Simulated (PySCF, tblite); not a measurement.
# C₂₀H₁₄BN: electronic excitations, NMR shifts

Aim: compute the electronic excitations, NMR shifts of C₂₀H₁₄BN (`B1Nc2c(ccc3ccccc23)-c2ccc3ccccc3c21`).

Computed with tblite 0.8.0 and PySCF 2.14.0 and routines of our own; the level stands in each step. Atoms count from 0.

## Step 1: The system as given

36 atoms, charge 0, multiplicity 1; geometry from: force field, distance geometry or constructed start.

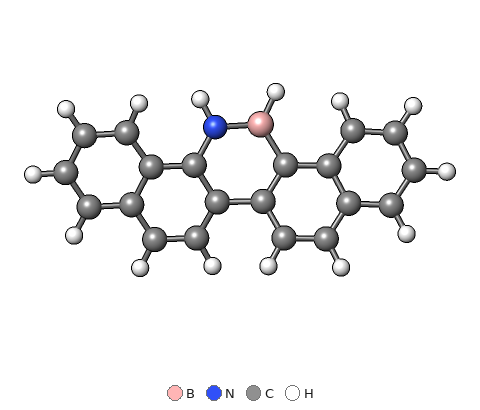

The starting geometry (boron pink, nitrogen blue, carbon grey, hydrogen white).

## Step 2: Relaxing the molecule with GFN2-xTB

What the job is given:

```
{"job": {"kind": "relax", "xc": "GFN2-xTB", "basis": "xTB"}, "charge": 0, "multiplicity": 1}
B     -0.562600    -0.908500     1.687100
N      0.930600    -0.837800     1.504300
C      1.528900    -0.298200     0.315700
C      0.678300     0.226500    -0.717500
C      1.248700     0.513000    -1.964400
C      2.614100     0.407300    -2.186700
C      3.469300     0.014900    -1.157300
C      4.856600    -0.043300    -1.383300
C      5.723700    -0.430900    -0.365000
C      5.215200    -0.748700     0.895500
C      3.841100    -0.701100     1.136400
C      2.933600    -0.337600     0.114300
C     -0.808400     0.416900    -0.475400
C     -1.556100     1.240000    -1.346000
C     -2.933500     1.395600    -1.188200
C     -3.607700     0.733300    -0.154100
C     -4.996800     0.882700    -0.038100
C     -5.688000     0.233800     0.985200
C     -4.997900    -0.557500     1.899200
C     -3.610000    -0.713200     1.794900
C     -2.886800    -0.062300     0.766100
C     -1.470600    -0.183600     0.622000
H     -0.987000    -1.393100     2.678900
H      1.480000    -1.340400     2.240000
H      0.646900     0.800800    -2.815100
H      3.006600     0.647000    -3.162100
H      5.265000     0.211400    -2.355300
H      6.786600    -0.467900    -0.545800
H      5.898500    -1.026700     1.686800
H      3.527900    -0.919100     2.148000
H     -1.093000     1.810800    -2.135900
H     -3.471500     2.028900    -1.880500
H     -5.552800     1.495000    -0.741000
H     -6.757500     0.352100     1.076900
H     -5.537200    -1.061700     2.683900
H     -3.140100    -1.356500     2.512500
```

Launch:

```bash
> OMP_NUM_THREADS=1 python large_run.py task.json out
```

The driver reads the jobs from task.json and runs them one after another.

The log of the run:

```text
step      E/eV     max force
  0   -1473.57580    2.062
  1   -1473.90427    1.548
  2   -1474.01906    1.095
  3   -1474.09396    0.586
  4   -1474.13844    0.520
  5   -1474.17370    0.332
  6   -1474.19189    0.256
  7   -1474.20487    0.263
  8   -1474.21551    0.234
  9   -1474.22643    0.223
 10   -1474.23676    0.212
 11   -1474.24511    0.162
 12   -1474.25046    0.157
 13   -1474.25397    0.131
 14   -1474.25677    0.119
 15   -1474.25911    0.084
 16   -1474.26079    0.077
 17   -1474.26190    0.061
 18   -1474.26278    0.061
 19   -1474.26364    0.072
 20   -1474.26452    0.060
 21   -1474.26533    0.047
 22   -1474.26599    0.046
 23   -1474.26651    0.050
 24   -1474.26699    0.046
 25   -1474.26754    0.048
 26   -1474.26815    0.045
 27   -1474.26877    0.050
 28   -1474.26934    0.055
 29   -1474.26990    0.060
 30   -1474.27051    0.049
 31   -1474.27113    0.044
 32   -1474.27171    0.047
 33   -1474.27221    0.038
 34   -1474.27262    0.036
 35   -1474.27293    0.026
 36   -1474.27314    0.026
 37   -1474.27333    0.032
 38   -1474.27351    0.033
 39   -1474.27368    0.026
 40   -1474.27381    0.022
 41   -1474.27393    0.025
 42   -1474.27406    0.029
 43   -1474.27421    0.027
 44   -1474.27435    0.019
```

It took 1 s on 1 thread of Arm Neoverse V1, shared host; peak memory 0.18 GiB.

Along the way:

```tsv
step	energy from step 0 (eV)	largest force (eV/Å)
0	0.0000	2.0627
1	-0.3285	1.5476
2	-0.4433	1.0945
3	-0.5182	0.5865
4	-0.5626	0.5199
5	-0.5979	0.3324
6	-0.6161	0.2557
7	-0.6291	0.2631
8	-0.6397	0.2346
10	-0.6610	0.2119
13	-0.6782	0.1305
16	-0.6850	0.0770
19	-0.6878	0.0721
22	-0.6902	0.0455
25	-0.6917	0.0474
28	-0.6935	0.0550
31	-0.6953	0.0441
34	-0.6968	0.0352
37	-0.6975	0.0321
40	-0.6980	0.0221
41	-0.6981	0.0248
42	-0.6983	0.0287
43	-0.6984	0.0271
44	-0.6985	0.0192
```

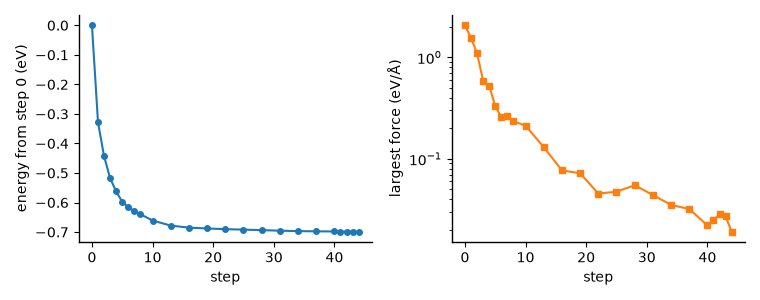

Energy and largest force along the relaxation.

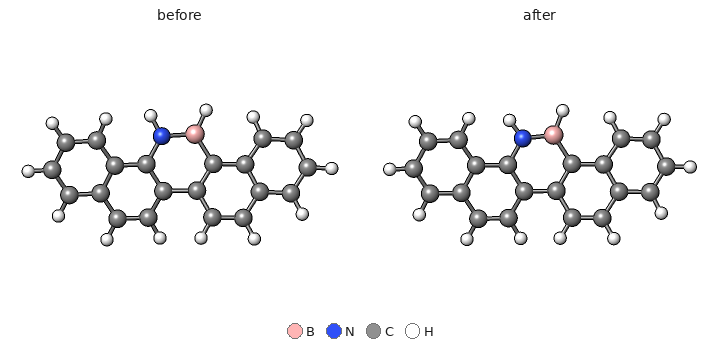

The geometry before (left) and after (right).

Close pairs (by a distance rule), those that changed most:

```tsv
bond	before (Å)	after (Å)	change (Å)
B0–N1	1.506	1.401	-0.105
N1–C2	1.436	1.368	-0.068
C3–C12	1.518	1.452	-0.066
B0–C21	1.576	1.537	-0.040
C2–C3	1.437	1.399	-0.038
N1–H23	1.047	1.009	-0.038
C13–C14	1.395	1.358	-0.037
C18–C19	1.400	1.370	-0.031
```

The final coordinates are the input of the step that follows.

## Step 3: Harmonic vibrations with GFN2-xTB

What the job is given:

```
{"job": {"kind": "ir", "xc": "GFN2-xTB", "basis": "xTB"}, "charge": 0, "multiplicity": 1}
B     -0.508074    -0.838471     1.665497
N      0.868663    -0.784531     1.413286
C      1.447338    -0.307258     0.269687
C      0.630833     0.231348    -0.730921
C      1.233262     0.561998    -1.970740
C      2.569936     0.431248    -2.180020
C      3.429390     0.005866    -1.142010
C      4.823359    -0.054316    -1.325000
C      5.652102    -0.442041    -0.308449
C      5.107178    -0.788267     0.932738
C      3.752140    -0.760556     1.130845
C      2.868844    -0.366536     0.105120
C     -0.791684     0.409307    -0.501012
C     -1.558647     1.211749    -1.385641
C     -2.894379     1.383325    -1.210432
C     -3.578427     0.729094    -0.160281
C     -4.972208     0.850786    -0.011000
C     -5.626541     0.210365     1.004932
C     -4.899740    -0.572455     1.909569
C     -3.540683    -0.693870     1.791947
C     -2.830975    -0.050370     0.757686
C     -1.410307    -0.173437     0.614416
H     -0.837552    -1.334716     2.673346
H      1.518314    -1.160193     2.087965
H      0.612878     0.890896    -2.789181
H      3.001047     0.662146    -3.143668
H      5.226575     0.222984    -2.288227
H      6.721859    -0.478663    -0.452708
H      5.762470    -1.077596     1.740926
H      3.375015    -1.027851     2.108602
H     -1.069136     1.736693    -2.190552
H     -3.456751     2.023631    -1.876428
H     -5.516996     1.458755    -0.719602
H     -6.697482     0.300792     1.113647
H     -5.419747    -1.084248     2.706681
H     -2.998224    -1.303854     2.494813
```

The log of the run:

```text
mode    cm-1     km/mol
  1      31.9      0.01
  2      45.4      0.10
  3      91.5      0.14
  4      94.3      0.10
  5     137.5      0.30
  6     169.8      1.00
  7     187.3      0.52
  8     226.0      0.92
  9     248.2      0.35
 10     269.9      0.59
 11     278.3      0.16
 12     350.5      0.02
 13     374.9      1.86
 14     401.1      0.15
 15     413.0      0.29
 16     444.8      3.08
 17     449.2      2.96
 18     472.0      2.07
 19     481.9      1.00
 20     491.9      0.14
 21     497.2      0.47
 22     520.1      0.28
 23     527.9      1.66
 24     546.4      0.31
 25     559.3      0.90
 26     605.6      0.06
 27     631.2      0.91
 28     646.9      1.74
 29     662.1      9.67
 30     681.3      2.54
 31     723.1      0.88
 32     727.1      4.94
 33     741.9      5.24
 34     756.6      4.04
 35     761.8      5.82
 36     764.7      5.76
 37     776.1    137.59
 38     822.6     34.56
 39     830.5      8.56
 40     831.3      4.07
 41     846.5      0.75
 42     857.2      0.49
 43     865.3      0.18
 44     874.2      0.25
 45     906.7      0.31
 46     910.6      0.40
 47     912.1      0.08
 48     918.1      0.84
 49     921.5      0.82
 50     925.2      0.09
 51     927.1      0.41
 52    1002.0      1.54
 53    1049.4      5.42
 54    1081.4      1.71
 55    1094.7      0.47
 56    1108.3      6.23
 57    1152.3      2.55
 58    1163.1      2.66
 59    1171.8      0.16
 60    1184.5      2.96
 61    1188.1      0.12
 62    1206.9      1.40
 63    1224.2      3.95
 64    1237.1      5.89
 65    1246.5     11.49
 66    1252.1      0.18
 67    1269.8      2.90
 68    1271.9     18.27
 69    1289.4     14.16
 70    1312.2     18.02
 71    1342.4     31.69
 72    1358.6     18.13
 73    1380.5      7.90
 74    1385.9      5.71
 75    1394.2      8.28
 76    1406.1     43.96
 77    1411.1      5.66
 78    1425.5      3.26
 79    1450.6     19.61
 80    1463.2     35.92
 81    1501.8      4.83
 82    1509.2     23.34
 83    1536.2     27.49
 84    1555.7     18.90
 85    1585.8     19.10
 86    1602.9      0.24
 87    1607.1      0.36
 88    1608.1      0.10
 89    2630.2    163.72
 90    3054.4     23.01
 91    3061.1     18.25
 92    3067.2     17.61
 93    3072.1      8.15
 94    3073.1     57.94
 95    3075.4     12.69
 96    3082.5     69.13
 97    3086.1    122.94
 98    3092.2     88.83
 99    3094.9      7.40
100    3106.7     57.77
101    3123.3     23.90
102    3440.4     13.04
```

Run time: 4.8 s. Hardware: 1 thread of Arm Neoverse V1, shared host; peak memory 0.18 GiB.

The strongest bands and the atoms that carry them (share of the mass-weighted mode):

```tsv
cm⁻¹	km/mol	atoms
776	137.6	H22 34 %, B0 19 %, H23 13 %
1406	44.0	C2 18 %, C6 12 %, C15 10 %
2630	163.7	H22 92 %
3073	57.9	H34 66 %, H32 18 %
3082	69.1	H28 44 %, H26 33 %, H27 11 %
3086	122.9	H33 61 %, H34 18 %, H32 12 %
3092	88.8	H27 40 %, H28 36 %, H26 12 %
3107	57.8	H24 61 %, H30 28 %
```

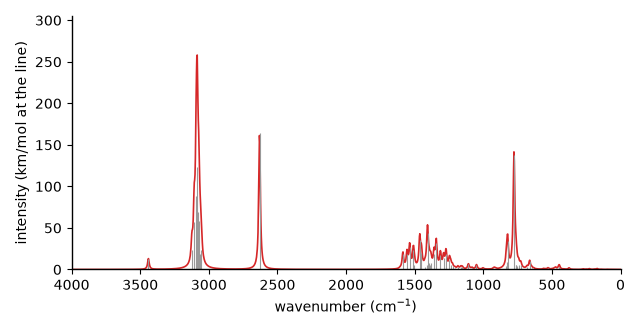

The infrared spectrum from these modes, unscaled. Lines are broadened to a width of 14 cm⁻¹ (Lorentzian).

## Step 4: Electronic excitations: TDDFT B3LYP/def2-SVP

The job, as its differences from that of step 3:

```diff
@@ -1,2 +1,2 @@
-{"job": {"kind": "ir", "xc": "GFN2-xTB", "basis": "xTB"}, "charge": 0, "multiplicity": 1}
+{"job": {"kind": "uv", "basis": "def2-SVP", "grid": 1, "kgrid": 0, "vcut": 1.5, "nstates": 6, "ntriplets": 2, "tda": false, "delta": ["ip_vertical"], "pop": true, "xc": "B3LYP"}, "charge": 0, "multiplicity": 1}
 B     -0.508074    -0.838471     1.665497
```

Method: TDDFT B3LYP/def2-SVP, vertical, gas phase, core orbitals frozen in the response, virtual orbitals cut by energy.

The log of the run:

```text
start: PBE on a coarse grid of 30711 points
cycle   1  E = -848.2195377643  dE =  3.552e+00  |g| = 7.647e-01  |ddm| = 9.183e+00
cycle   2  E = -848.0725528019  dE =  1.470e-01  |g| = 1.059e+00  |ddm| = 2.765e+00
cycle   3  E = -848.3639799785  dE = -2.914e-01  |g| = 3.503e-01  |ddm| = 1.924e+00
cycle   4  E = -848.3984773818  dE = -3.450e-02  |g| = 9.307e-02  |ddm| = 5.725e-01
cycle   5  E = -848.4006331136  dE = -2.156e-03  |g| = 3.741e-02  |ddm| = 1.843e-01
cycle   6  E = -848.4009608074  dE = -3.277e-04  |g| = 1.357e-02  |ddm| = 5.619e-02
cycle   7  E = -848.4009962044  dE = -3.540e-05  |g| = 7.802e-03  |ddm| = 2.708e-02
final grid: 135155 points
cycle   8  E = -849.6555620744  dE = -6.926e-03  |g| = 4.033e-02  |ddm| = 4.716e-01
cycle   9  E = -849.6549812525  dE =  5.808e-04  |g| = 6.244e-02  |ddm| = 1.296e-01
cycle  10  E = -849.6559400087  dE = -9.588e-04  |g| = 1.206e-02  |ddm| = 8.623e-02
cycle  11  E = -849.6559810270  dE = -4.102e-05  |g| = 3.963e-03  |ddm| = 2.321e-02
cycle  12  E = -849.6559847663  dE = -3.739e-06  |g| = 1.476e-03  |ddm| = 5.959e-03
cycle  13  E = -849.6559873770  dE = -2.611e-06  |g| = 2.884e-04  |ddm| = 1.959e-03
cycle  14  E = -849.6559858964  dE =  1.481e-06  |g| = 1.572e-04  |ddm| = 6.405e-04
cycle  15  E = -849.6559849137  dE =  9.827e-07  |g| = 4.007e-05  |ddm| = 3.100e-04
converged SCF energy = -849.6559849137
Vertical ionisation energy (delta-SCF) = 7.0842 eV   <S^2> = 0.763

Static polarisability (au): isotropic 260.711, principal 94.278 238.402 449.452

Singlet excitations
state   eV       nm        f      main configurations
  1   3.6578    339.0   0.13814   H->L 0.65, H->L+1 0.12, H-1->L 0.11
  2   3.8329    323.5   0.01776   H->L+1 0.49, H-1->L 0.24, H->L 0.20
  3   4.0976    302.6   0.00424   H->L+2 0.60, H-2->L 0.20
  4   4.1794    296.7   0.14692   H-1->L 0.50, H->L+1 0.28
  5   4.2251    293.4   0.17636   H-1->L+1 0.57, H-2->L 0.23
  6   4.4521    278.5   0.22336   H-1->L+2 0.28, H-2->L 0.20, H-2->L+1 0.18

Triplet excitations (Tamm-Dancoff, eV): 2.8455 3.0566
```

Wall time 2.6 min (1 thread of Arm Neoverse V1, shared host); peak memory 0.67 GiB.

Frontier orbitals and where they lie:

```tsv
orbital	eV	atoms
HOMO−4	-7.61	C10 16 %, C7 14 %, N1 10 %
HOMO−3	-7.29	C8 17 %, C11 16 %, C20 12 %
HOMO−2	-6.52	C4 13 %, C13 13 %, C18 11 %
HOMO−1	-6.01	C16 14 %, C19 13 %, C14 12 %
HOMO	-5.69	C2 15 %, C5 13 %, C3 12 %
LUMO	-1.53	C21 14 %, C12 10 %, C14 9 %
LUMO+1	-1.29	B0 12 %, C7 11 %, C5 10 %
LUMO+2	-0.86	C13 13 %, C4 12 %, C9 10 %
LUMO+3	-0.18	B0 20 %, C19 15 %, C16 14 %
```

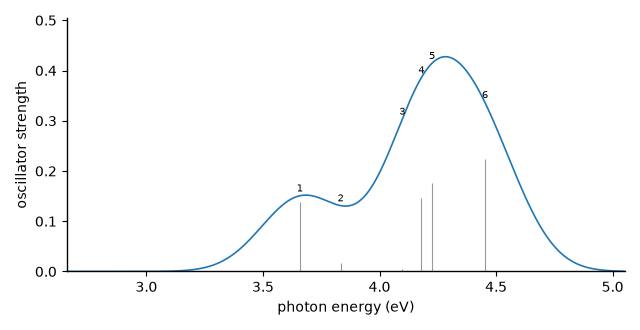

Absorption spectrum from the 6 singlet states computed; above the last one it falls off for lack of states. Lines are broadened to a width of 0.40 eV (Gaussian).

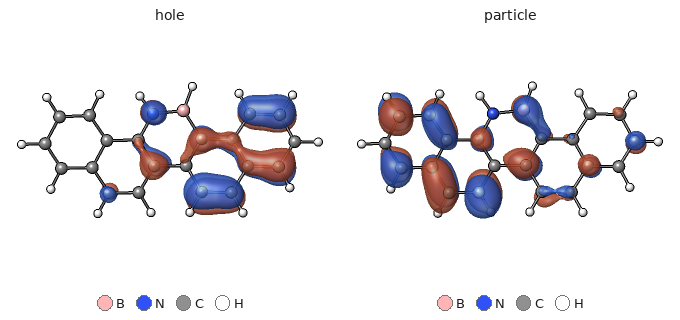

Leading natural transition orbitals of singlet state 6: the electron leaves the hole (left) for the particle orbital (right).

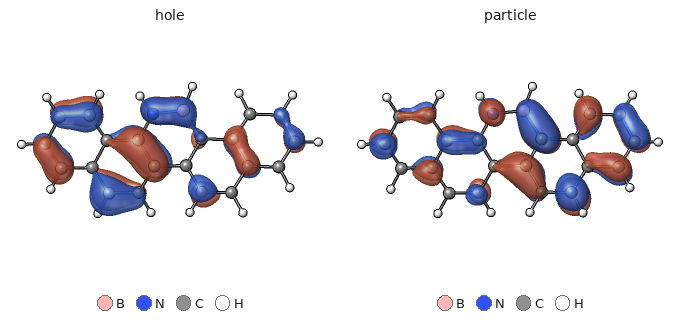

Leading natural transition orbitals of singlet state 1: the electron leaves the hole (left) for the particle orbital (right).

Further results of this job:

```tsv
property	computed
dipole moment (D)	1.43
polarisability (Å³)	38.63
HOMO–LUMO gap (eV)	4.16
−ε(HOMO) (eV)	5.69
```

Orbitals, density, ELF and potential are computed afterwards from the orbital file.

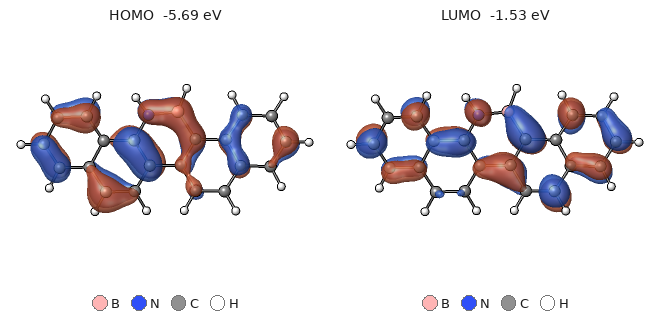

Frontier orbitals at B3LYP/def2-SVP; each surface holds 70 % of the orbital's density, blue and red mark the sign.

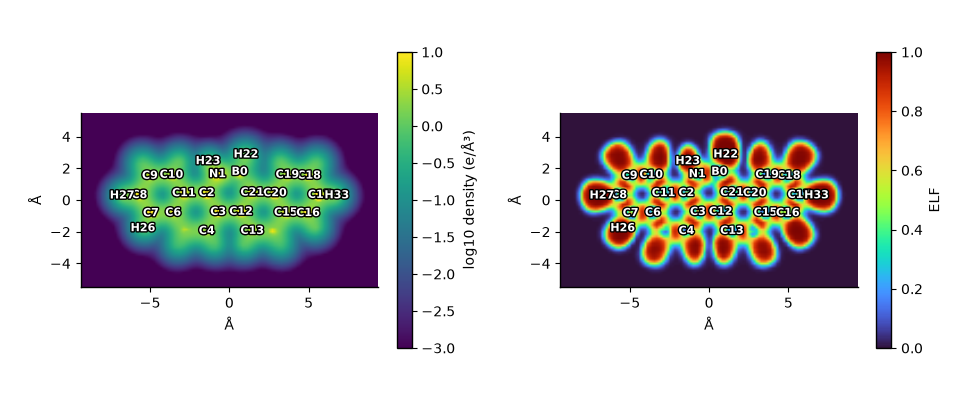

Density (left) and ELF (right) in a plane through or near 25 of the atoms.

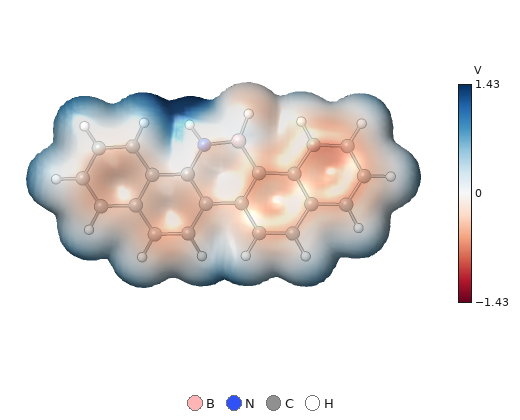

The potential that a unit positive charge feels on the 0.002 e/bohr³ surface, from -0.66 V near C18 to 1.43 V near H23.

[end of part 1 of 2]
